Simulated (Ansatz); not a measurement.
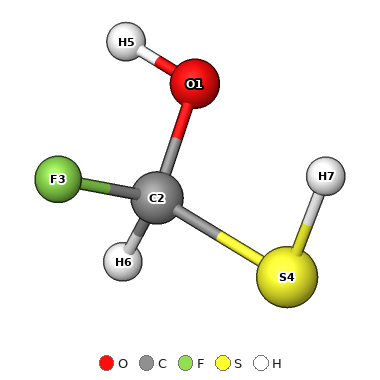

The system is CH₃FOS (SMILES OC(F)S) with the probe Br-; the picture shows it without the atoms that are moved over the map. 
- The probe is moved over a plane parallel to the molecule's main plane, 3.68 Å above it.
- The first coordinate is: x of the probe's Br atom; the second: y of the probe's Br atom.
- Nothing is relaxed (molecule and probe rigid).
- The scan uses an 11 × 11 grid.
- Points are written as (first, second).
- Energies: cm⁻¹, counted from molecule and probe far apart, each relaxed in its own basis (no counterpoise correction).
- The calculation used RHF/def2-SVPD (Ansatz 0.2.0).

Range: x of the probe's Br atom from −2.85 to 2.85 Å; y of the probe's Br atom from −2.85 to 2.85 Å.

Question: Predict the map.

Answer: The lowest grid point is at (2.28 Å, 1.14 Å) [nearest 1 H at 2.59 Å], −1621 cm⁻¹ from molecule and probe far apart, each relaxed in its own basis (no counterpoise correction). It is the only kind of minimum in the scanned range. The highest grid point, (−1.14 Å, −2.85 Å) [nearest 1 F at 3.98 Å], lies 2543 cm⁻¹ above the lowest. Near the minimum the curvatures are about 0.042 and 0.14 eV/Å² along the soft and the stiff direction.

```
y of the probe's Br atom ↓, x of the probe's Br atom →  −2.85  −2.28  −1.71  −1.14  −0.57  0.00   0.57   1.14   1.71   2.28   2.85
                                                  2.85   −469   −301   −117     14     24  −101   −310   −517   −653   −694   −649
                                                  2.28   −486   −284    −69     60      8  −239   −583   −887  −1067  −1105  −1021
                                                  1.71   −462   −235     −2    108    −29  −407   −861  −1218  −1418  −1473  −1380
                                                  1.14   −393   −158     66    134    −85  −543  −1009  −1314  −1500  −1621  −1599
                                                  0.57   −275    −52    141    158   −109  −563   −937  −1110  −1260  −1485  −1597
                                                  0.00   −113     96    259    248    −20  −425   −705   −790   −916  −1201  −1408
                                                 −0.57     79    283    438    432    202  −153   −417   −528   −667   −925  −1119
                                                 −1.14    268    472    631    654    484   180    −99   −282   −446   −640   −769
                                                 −1.71    421    616    775    824    717   484    227     15   −157   −303   −391
                                                 −2.28    523    698    844    907    853   697    500    314    158     36    −43
                                                 −2.85    578    728    854    922    907   817    684    544    416    309    232
```

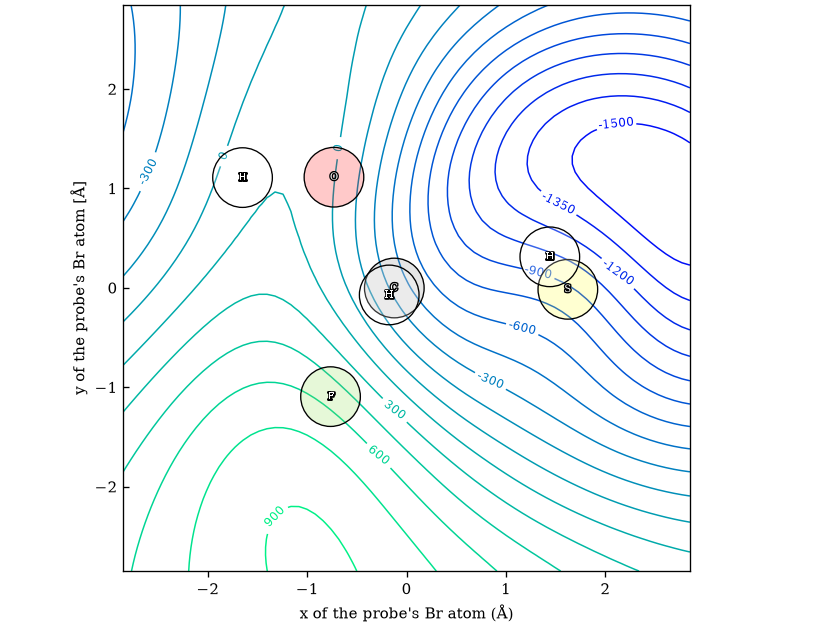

In the figure: contour lines labelled in cm⁻¹, labelled circles for the molecule's atoms, projected on the plane. Between grid points the surface is interpolated.

The whole map (121 points run) took 11 min on 1 thread of Arm Neoverse V2, on a shared host.
